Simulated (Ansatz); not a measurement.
# CH4ClNOSi: how energies converge with the basis set

Aim: see how fast density functionals converge with the basis set for CH4ClNOSi.

The runs use Ansatz 0.2.0, Gaussian basis; one geometry, several basis sets.

The runs, in order: PBE0-D4/def2-SVP; ωB97M-V/def2-SVP; PBE0-D4/def2-QZVPP; ωB97M-V/def2-QZVPP; the functionals' def2-TZVPP values are taken from earlier runs.

### 1 The geometry

The geometry comes from an earlier relaxation with PBE0-D4 in a triple-zeta def2 set; it is a stationary point, not always the lowest conformer.

SMILES `N[Si@H]1O[C@H]1Cl`, 9 atoms, charge 0, spin multiplicity 1.

Atoms are counted from 1 here; the program's logs count them from 0.

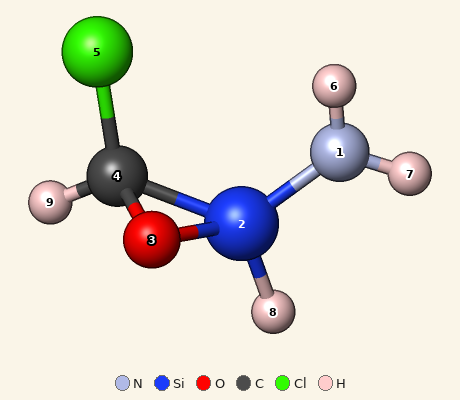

The structure; nitrogen light blue, silicon blue, oxygen red, carbon dark grey, chlorine green, hydrogen pink; atoms are numbered from 1 in the order of the file.

### 2 PBE0-D4 in def2-SVP

The input, in.yaml:

```yaml
crystal:
  periodic: [false, false, false]
  atoms:
    - {symbol: N, position_ang: [-0.411970, -0.724241, -1.388103]}
    - {symbol: Si, position_ang: [0.264000, -0.610697, 0.144667]}
    - {symbol: O, position_ang: [1.361054, 0.584906, 0.517476]}
    - {symbol: C, position_ang: [0.091687, 0.873406, 1.152773]}
    - {symbol: Cl, position_ang: [-0.736056, 2.292626, 0.472952]}
    - {symbol: H, position_ang: [-0.742779, 0.075782, -1.901031]}
    - {symbol: H, position_ang: [-0.458708, -1.585536, -1.903032]}
    - {symbol: H, position_ang: [0.555411, -1.960069, 0.660183]}
    - {symbol: H, position_ang: [0.165960, 1.007424, 2.227015]}
basis:
  gaussian: {orbitals: def2-SVP}
hamiltonian: {xc: pbe0, dispersion: d4}
output: {orbitals: {seedname: orbitals}}
```

Run with:

```sh
> ansatz run in.yaml --threads 4 --pin off --events-out ev --progress --plain --max-ram 10444MiB
```

Output:

```text
Functional definition: PBE0
  name "PBE0"
  cite "Adamo & Barone, J. Chem. Phys. 110, 6158 (1999) doi:10.1063/1.478522"
  cite "Perdew, Burke & Ernzerhof, Phys. Rev. Lett. 77, 3865 (1996) doi:10.1103/PhysRevLett.77.3865"
  parent pbe
  parameter a = 0.25
  parameter kappa = 0.804
  parameter beta = 0.06672455060314922
  exchange = (1 - a)*pbe_x(kappa = kappa, mu = beta*pi^2/3) + a*exact_x
  correlation = pbe_c(beta = beta)
952 factors; integrals over basis functions are off by at most 1.1e-3 eV
mean field evaluation 1: about -25009.7180 eV, gradient 6.1e1 eV
mean field evaluation 2: about -25000.5855 eV, gradient 9.0e1 eV
mean field evaluation 4: about -25016.9413 eV, gradient 5.2e0 eV
mean field evaluation 8: about -25017.1377 eV, gradient 1.8e-1 eV
mean field evaluation 16: about -25017.1378 eV, gradient 8.5e-5 eV
mean field -25017.13777233 eV, -919.3628559082 hartree, gradient 8.5e-5 eV, S^2 0.000000; 0 other end points of the search recorded, 0 dependent functions left out
reference -25017.13779616 eV, -919.3628567838 hartree; 28, 28 occupied and 70, 70 virtual orbitals, 952 factors
Total energy: -25017.32194782 eV, -919.3696242324 hartree
```

It took 1.2 s on 4 threads of Arm Neoverse V1, shared host.

### 3 ωB97M-V in def2-SVP

Changes to in.yaml since step 2:

```diff
@@ -14,3 +14,3 @@
   gaussian: {orbitals: def2-SVP}
-hamiltonian: {xc: pbe0, dispersion: d4}
+hamiltonian: {xc: {name: wB97M-V}}
 output: {orbitals: {seedname: orbitals}}
```

Same command.

Output, cut to the lines that bear on the results:

```text
Functional definition: wB97M-V
  name "wB97M-V"
  cite "Mardirossian & Head-Gordon, J. Chem. Phys. 144, 214110 (2016) doi:10.1063/1.4952647"
  cite "Becke, J. Chem. Phys. 107, 8554 (1997) doi:10.1063/1.475007"
  cite "Vydrov & Van Voorhis, J. Chem. Phys. 133, 244103 (2010) doi:10.1063/1.3521275"
  # Of w^i u^j: cxij and so on, Table III.
[...]
  gx(w, u) = 1 - cx + cx01*u + cx10*w
  gss(w, u) = css00 + css04*u^4 + css10*w + css20*w^2 + css43*w^4*u^3
  gos(w, u) = cos00 + cos10*w + (cos20 + cos21*u)*w^2 + (cos60 + cos61*u)*w^6
[...]
      + integral(e_c_pw_mod_opposite_spin*gos(b97_w_opposite, b97_u_opposite)) + vv10(b, c)
952 factors; integrals over basis functions are off by at most 1.1e-3 eV
265 factors; integrals over basis functions are off by at most 8.0e-6 eV
[...]
mean field -25026.96434597 eV, -919.7239758289 hartree, gradient 8.2e-5 eV, S^2 0.000000; 0 other end points of the search recorded, 0 dependent functions left out
reference -25026.96438233 eV, -919.7239771649 hartree; 28, 28 occupied and 70, 70 virtual orbitals, 952 factors
Total energy: -25026.96438233 eV, -919.7239771649 hartree
```

Wall time 4.4 s (4 threads of Arm Neoverse V1, shared host); peak memory 0.29 GiB.

### 4 PBE0-D4 in def2-QZVPP

Changes to in.yaml since step 3:

```diff
@@ -13,4 +13,4 @@
 basis:
-  gaussian: {orbitals: def2-SVP}
-hamiltonian: {xc: {name: wB97M-V}}
+  gaussian: {orbitals: "def2-QZVPP.json"}
+hamiltonian: {xc: pbe0, dispersion: d4}
 output: {orbitals: {seedname: orbitals}}
```

Launched as before.

Output:

```text
Functional definition: PBE0
  name "PBE0"
  cite "Adamo & Barone, J. Chem. Phys. 110, 6158 (1999) doi:10.1063/1.478522"
  cite "Perdew, Burke & Ernzerhof, Phys. Rev. Lett. 77, 3865 (1996) doi:10.1103/PhysRevLett.77.3865"
  parent pbe
  parameter a = 0.25
  parameter kappa = 0.804
  parameter beta = 0.06672455060314922
  exchange = (1 - a)*pbe_x(kappa = kappa, mu = beta*pi^2/3) + a*exact_x
  correlation = pbe_c(beta = beta)
1519 factors; their error is unknown
mean field evaluation 1: about -25020.4462 eV, gradient 7.6e1 eV
mean field evaluation 2: about -25003.3183 eV, gradient 1.2e2 eV
mean field evaluation 4: about -25030.8615 eV, gradient 9.3e0 eV
mean field evaluation 8: about -25031.0135 eV, gradient 7.6e-2 eV
mean field evaluation 16: about -25031.0337 eV, gradient 6.8e-5 eV
mean field -25031.03365022 eV, -919.8735200016 hartree, gradient 6.8e-5 eV, S^2 0.000000; 0 other end points of the search recorded, 0 dependent functions left out
reference -25031.03368553 eV, -919.8735212991 hartree; 28, 28 occupied and 403, 403 virtual orbitals, 1519 factors
Total energy: -25031.21783719 eV, -919.8802887477 hartree
```

It took 7.5 s on 4 threads of Arm Neoverse V1, shared host; peak memory 1.5 GiB.

### 5 ωB97M-V in def2-QZVPP

Changes to in.yaml since step 4:

```diff
@@ -14,3 +14,3 @@
   gaussian: {orbitals: "def2-QZVPP.json"}
-hamiltonian: {xc: pbe0, dispersion: d4}
+hamiltonian: {xc: {name: wB97M-V}}
 output: {orbitals: {seedname: orbitals}}
```

The command is unchanged.

Output, cut to the lines that bear on the results:

```text
Functional definition: wB97M-V
  name "wB97M-V"
  cite "Mardirossian & Head-Gordon, J. Chem. Phys. 144, 214110 (2016) doi:10.1063/1.4952647"
  cite "Becke, J. Chem. Phys. 107, 8554 (1997) doi:10.1063/1.475007"
  cite "Vydrov & Van Voorhis, J. Chem. Phys. 133, 244103 (2010) doi:10.1063/1.3521275"
  # Of w^i u^j: cxij and so on, Table III.
[...]
  gx(w, u) = 1 - cx + cx01*u + cx10*w
  gss(w, u) = css00 + css04*u^4 + css10*w + css20*w^2 + css43*w^4*u^3
  gos(w, u) = cos00 + cos10*w + (cos20 + cos21*u)*w^2 + (cos60 + cos61*u)*w^6
[...]
      + integral(e_c_pw_mod_opposite_spin*gos(b97_w_opposite, b97_u_opposite)) + vv10(b, c)
1483 factors; their error is unknown
327 factors; integrals over basis functions are off by at most 3.2e-5 eV
[...]
mean field -25040.92211884 eV, -920.2369145206 hartree, gradient 3.4e-5 eV, S^2 0.000000; 0 other end points of the search recorded, 0 dependent functions left out
reference -25040.92217526 eV, -920.2369165940 hartree; 28, 28 occupied and 403, 403 virtual orbitals, 1483 factors
Total energy: -25040.92217526 eV, -920.2369165940 hartree
```

Run time: 17 s. Hardware: 4 threads of Arm Neoverse V1, shared host; peak memory 1.8 GiB.

### 6 Functionals by basis

The def2-TZVPP values come from earlier runs at the same geometry.

| functional | basis | functions | energy (eV) | from the largest (eV) | HOMO (eV) | LUMO (eV) |
| --- | --- | --- | --- | --- | --- | --- |
| PBE0-D4 | def2-SVP | 98 | -25017.3219 | 13.896 | -6.89 | 0.70 |
| PBE0-D4 | def2-TZVPP | 233 | -25030.2912 | 0.927 | -7.09 | 0.11 |
| PBE0-D4 | def2-QZVPP | 431 | -25031.2178 | 0.000 | -7.15 | -0.08 |
| ωB97M-V | def2-SVP | 98 | -25026.9644 | 13.958 | -9.10 | 2.71 |
| ωB97M-V | def2-TZVPP | 233 | -25040.0468 | 0.875 | -9.33 | 1.84 |
| ωB97M-V | def2-QZVPP | 431 | -25040.9222 | 0.000 | -9.39 | 1.41 |

### 7 Results

```
                                       quantity           value
PBE0-D4: double and triple zeta above quadruple  13.90, 0.93 eV
ωB97M-V: double and triple zeta above quadruple  13.96, 0.88 eV
```

**Reading.** For PBE0-D4 the step from double to triple zeta gains 12.97 eV and the next only 0.93 eV. These are total energies; as a rule much of such shifts cancels in differences, which this series doesn't test. The LUMO of ωB97M-V is positive and keeps falling with the basis (2.71 to 1.41 eV): an unbound level that the basis holds in place.

For PBE0-D4 the largest set took about 6 times as long as the smallest (7.5 s against 1.2 s).
